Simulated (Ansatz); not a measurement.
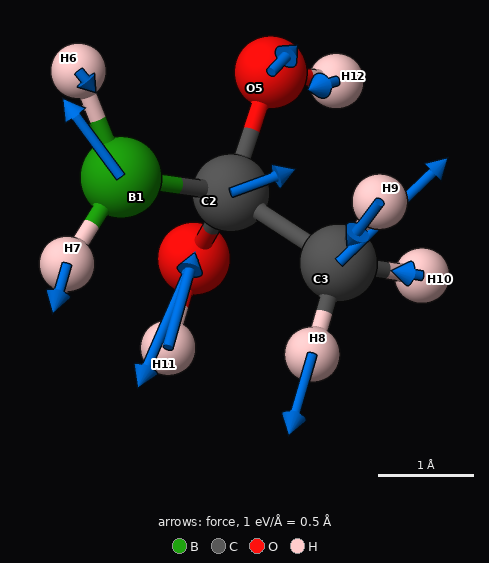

Starting geometry of C2H7BO2 (coarse preliminary run) with the computed forces as blue arrows. Style: ball-and-stick. Shown at a tilt.

The start comes from a force field.

Theory: RKS PBE-D4/def2-SVP (Ansatz 0.2.0). Set-up: force threshold 0.03 eV/Å; at most 200 steps.

### What follows when this structure is relaxed?

It isn't relaxed: the largest force vector, on a C atom, is 3.23 eV/Å. The final displacements have little in common with the starting forces (cosine between the two patterns 0.14). Over 12 accepted moves (16 points after the start) the energy falls by 0.899 eV. Largest force component: 2.2 eV/Å at the start, 0.0048 eV/Å at the end. The line search rejected the trial steps at points 8, 11, 13, 15 of the run. An H atom moves most after the best rigid fit: 0.89 Å. Largest moves by element: H 0.89 Å, O 0.73 Å, C 0.43 Å, B 0.34 Å. Near-neighbour distances that change, for instance: B–O 2.475 → 1.618 Å, C–O 1.429 → 1.728 Å, H–O 1.043 → 0.978 Å, C–O 1.398 → 1.342 Å. New bonds form: B–O (2.47 → 1.62 Å). Bond angles that change, for instance: B–C–C 108.0° → 125.1°, B–C–O 108.8° → 119.2°, C–B–H 122.8° → 117.8°. Cost: 22 s on 4 threads of Arm Neoverse V1 (shared host).
